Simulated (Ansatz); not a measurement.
Fields on a plane of GaCuSe2 (chalcopyrite)

```xyz
8
Lattice="-2.8359 2.8359 5.6313 2.8359 -2.8359 5.6313 2.8359 2.8359 -5.6313" Properties=species:S:1:pos:R:3 pbc="T T T"
Cu     0.0000     2.8359     2.8156
Cu     0.0000     0.0000     0.0000
Ga     2.8359     0.0000     2.8156
Ga     0.0000     0.0000     5.6313
Se     1.4180     1.3828    -1.4078
Se     1.4180     1.4531     4.2234
Se     1.4531    -1.4180     7.0391
Se     1.3828     4.2539     1.4078
```

The slice is a (1 0 -1) plane (indices of the conventional cell) through the point (0.250, 0.750, 0.500) (fractional), spanned by u = [101] and v = [121] in vectors of this cell: u (5.67 Å) and v (12.61 Å, at 90° to u). It covers one period; positions are fractions (u, v).

Atoms on it: Ga at (0.00, 0.00); Ga at (0.50, 0.50). Other atoms lie within 1 Å of the plane.

Method: PBE (plane waves to 420 eV, PAW, scalar-relativistic; Ansatz, an electronic-structure program). k mesh 8×8×8. These are valence fields of a PAW run, semicore shells included where kept as valence: close to a nucleus they are smooth pseudo fields. At this level the bands of GaCuSe2 touch or barely overlap; measurements give the solid a gap. GaCuSe2 is run without spin polarisation. GaCuSe2 was relaxed with its symmetry unable to fall.

```
|xxxx1177999999887711xx|
|0011668899998844000011|
|77888899887755xxxxxx22|
|88999988775533xxxxxx22|
|9999998866443311xx0066|
|8888777777666666777788|
|664400xx33778888999977|
|6600xxxxxx668899999988|
|8811xxxxxx557788999999|
|9966000011000044889999|
|99997744xxxxxxxx558899|
|99998844xxxxxxxx448899|
|99998855xxxxxxxx558899|
|9977220011000044779999|
|7722xxxxxx557788998888|
|4400xxxxxx669999998866|
|333300xx33889999997755|
|6666667788888877777766|
|8888999988775511xx0066|
|88999999887744xxxxxx22|
|77888899998866xxxxxx22|
|0011668899998833000011|
|xxxx1177999999886611xx|
|xxxx0077999999997700xx|
```
Scale: ten equal steps from -2.00 (start of '0') to 6.53 (end of '9'), in the order '0123456789'. Values: electrostatic potential energy of an electron, from the cell's mean, in eV. The map has 11 points along u (two characters each, u = 0 at the left) and 24 along v (v = 0 in the bottom row). Points within 1 Å of a nucleus are blanked (x), as the pseudised field means little there. Values under -2 eV are set to -2. The zero, the cell's mean, hangs on the PAW cores.

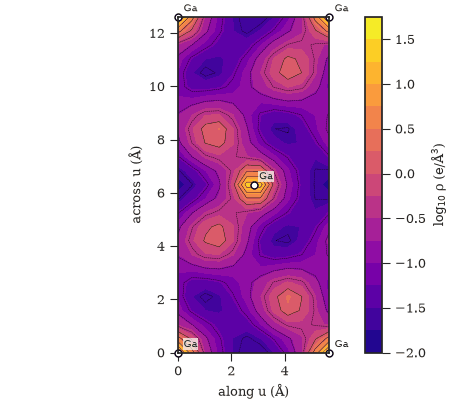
Figure. Log₁₀ of the valence density in e/Å³, one period of the plane, atoms marked. The scale is logarithmic, as a density can span decades between atoms and voids.
